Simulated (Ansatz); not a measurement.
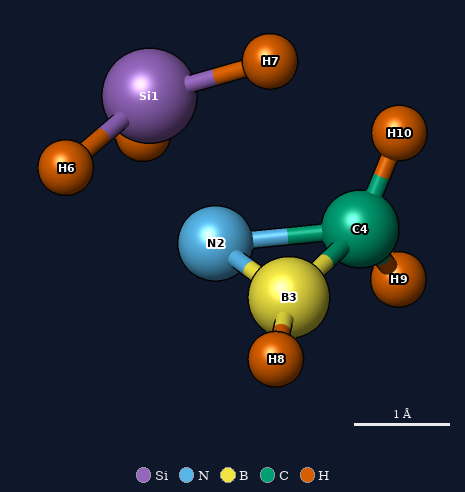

Figure 1. The structure as given in the input (ball-and-stick view, seen at a tilt; atoms are numbered from 1 in the order of the input).

# Phonon calculation of CH$_{6}$BNSi

- system: CH$_{6}$BNSi
- method: UKS B3LYP-D4/cc-pVDZ (Ansatz 0.2.0)

It belongs to a series of runs on one base structure; here: vibrations at the highest image of the band. Figures and captions count atoms from 1; the log counts them from 0 in places.

Input file:
```yaml
crystal:
  periodic: [false, false, false]
  atoms:
    - { symbol: Si, position_ang: [0.466129, 1.485254, 0.579676] }
    - { symbol: "N", position_ang: [-0.758682, 0.172121, -0.539532] }
    - { symbol: B, position_ang: [-0.592942, -0.871686, 0.395069] }
    - { symbol: C, position_ang: [0.120261, -1.010556, -0.964409] }
    - { symbol: H, position_ang: [-0.254162, 1.457458, -0.818324] }
    - { symbol: H, position_ang: [-0.388701, 1.731913, 1.785762] }
    - { symbol: H, position_ang: [1.58145, 0.557831, 0.971385] }
    - { symbol: H, position_ang: [-0.971066, -1.193676, 1.475481] }
    - { symbol: H, position_ang: [-0.315724, -1.55946, -1.806684] }
    - { symbol: H, position_ang: [1.196637, -0.820499, -1.075625] }
magnetization:
  spin_polarized: true
basis:
  gaussian: { orbitals: cc-pVDZ }
hamiltonian:
  xc: b3lyp
  dispersion: d4
phonons: {}
```

Run as:
```bash
ansatz run input.yaml --threads 2 --pin off --max-ram 3072MiB --backend cpu --events-out ev --progress --plain --runs-dir out
```

What the program printed:
```
Engine: ansatz 0.2.0, x86_64-unknown-linux-gnu
Functional definition: B3LYP
  parameter a0 = 0.2
  parameter ax = 0.72
  parameter ac = 0.81
  exchange = (1 - a0 - ax)*slater_x + ax*b88_x + a0*exact_x
  correlation = (1 - ac)*vwn_rpa_c + ac*lyp_c
980 factors; integrals over basis functions are off by at most 4.2e-4 eV
mean field evaluation 1: about -11168.7093 eV, gradient 3.6e1 eV
mean field evaluation 2: about -11138.9418 eV, gradient 8.1e1 eV
mean field evaluation 4: about -11175.3166 eV, gradient 8.3e0 eV
mean field evaluation 8: about -11175.6646 eV, gradient 7.8e-2 eV
mean field evaluation 16: about -11175.6647 eV, gradient 7.9e-5 eV
mean field -11175.66465334 eV, -410.6981008726 hartree, gradient 7.9e-5 eV, S^2 0.000000; 0 other end points of the search recorded, 0 dependent functions left out
the calculation of the forces begins
reference -11175.66489877 eV, -410.6981098922 hartree; 19, 19 occupied and 71, 71 virtual orbitals, 980 factors
these checks for a lower state are left out or cut short: stability, starts, cluster_reference, orbital_swaps, neighbouring_geometries, increment
980 factors; integrals over basis functions are off by at most 4.2e-4 eV
mean field -11175.66458380 eV, -410.6980983172 hartree, gradient 1.6e-6 eV, S^2 0.000000; 0 other end points of the search recorded, 0 dependent functions left out
[... from here on the field's lines of each further geometry are left out, up to the last ...]
the calculation of the forces begins
reference -11175.66487438 eV, -410.6981089959 hartree; 19, 19 occupied and 71, 71 virtual orbitals, 980 factors
these checks for a lower state are left out or cut short: stability, starts, cluster_reference, orbital_swaps, neighbouring_geometries, increment
980 factors; integrals over basis functions are off by at most 4.2e-4 eV
mean field -11175.66465148 eV, -410.6981008044 hartree, gradient 1.5e-6 eV, S^2 0.000000; 0 other end points of the search recorded, 0 dependent functions left out
the calculation of the forces begins
reference -11175.66489691 eV, -410.6981098235 hartree; 19, 19 occupied and 71, 71 virtual orbitals, 980 factors
WARN: phonons: modes at or below zero, which the zero-point energy, F, S and C_V leave out: 1, the lowest at -1399.65 cm⁻¹. A minimum has none, and a first-order saddle one
Total energy: -11175.98265014 eV, -410.7097870397 hartree
Atom 0 at     0.466129     1.485254     0.579676 Å, force     0.001615    -0.000630    -0.000548 eV/Å
Atom 1 at    -0.758682     0.172121    -0.539532 Å, force    -0.000569    -0.001007    -0.002671 eV/Å
Atom 2 at    -0.592942    -0.871686     0.395069 Å, force     0.003028    -0.001896     0.002330 eV/Å
Atom 3 at     0.120261    -1.010556    -0.964409 Å, force    -0.010520     0.006302     0.003436 eV/Å
Atom 4 at    -0.254162     1.457458    -0.818324 Å, force     0.000927    -0.003397    -0.000747 eV/Å
Atom 5 at    -0.388701     1.731913     1.785762 Å, force    -0.000498    -0.000411    -0.000533 eV/Å
Atom 6 at     1.581450     0.557831     0.971385 Å, force    -0.000205    -0.000150     0.000963 eV/Å
Atom 7 at    -0.971066    -1.193676     1.475481 Å, force     0.000414     0.000228    -0.001237 eV/Å
Atom 8 at    -0.315724    -1.559460    -1.806684 Å, force     0.002207     0.000197    -0.000497 eV/Å
Atom 9 at     1.196637    -0.820499    -1.075625 Å, force     0.003602     0.000764    -0.000497 eV/Å
Dipole moment:     0.140339     0.050861     0.035088 e Å
Vibrations: -1399.65 135.00 230.92 243.68 422.96 630.28 680.55 697.97 723.56 847.89 853.62 898.73 943.33 963.65 1083.94 1124.15 1286.23 1462.82 1934.14 2153.96 2190.30 2740.45 3072.72 3157.87 cm⁻¹, zero-point energy 1.765457 eV
```

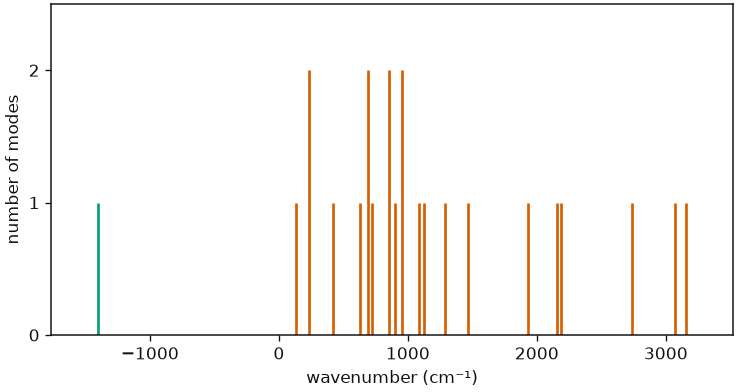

Figure 2. Harmonic vibrational wavenumbers from the force constants; neighbouring modes closer than 21 cm⁻¹ are counted in one stick, and imaginary ones are drawn at negative wavenumbers. 24 modes from 1400i to 3158 cm⁻¹, 1 imaginary beyond 8i (1400i cm⁻¹): a first-order saddle point, if the geometry is stationary.

Summary:

| quantity | value |
| --- | --- |
| outcome | converged |
| total energy | −11175.9827 eV |
| mean-field energy | −11175.6649 eV |
| largest force (length of the vector) | 0.013 eV/Å |
| hardware | 2 threads of Intel Xeon (Sapphire Rapids), 16 GiB of memory available, shared host |
| wall time | 84 s (CPU time 2.7 min) |
| peak memory | 0.27 GiB |
